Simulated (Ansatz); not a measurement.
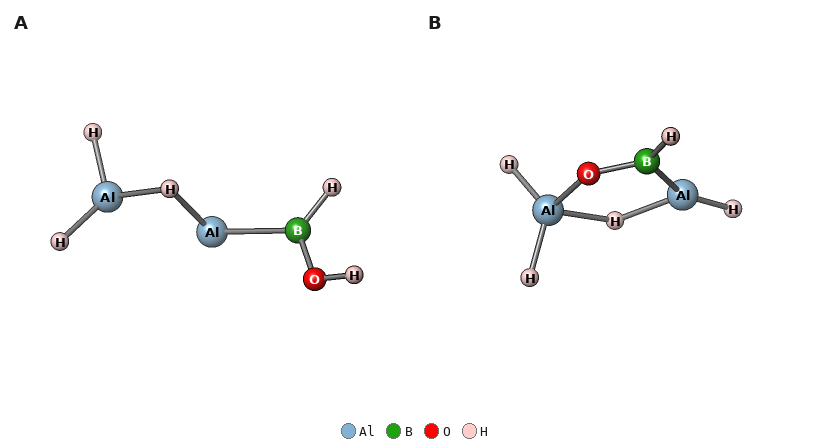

2 stationary structures of one formula. Geometries: PBE-D4/def2-SVP. Electronic energies: PBE-D4/def2-SVP (Ansatz 0.2.0), without zero-point energy. No frequency run is at hand to confirm each as a minimum. Each is one conformer, not always the lowest.

**Which structure is the most stable?**

B is lowest; A lies 161.6 kJ/mol above it.
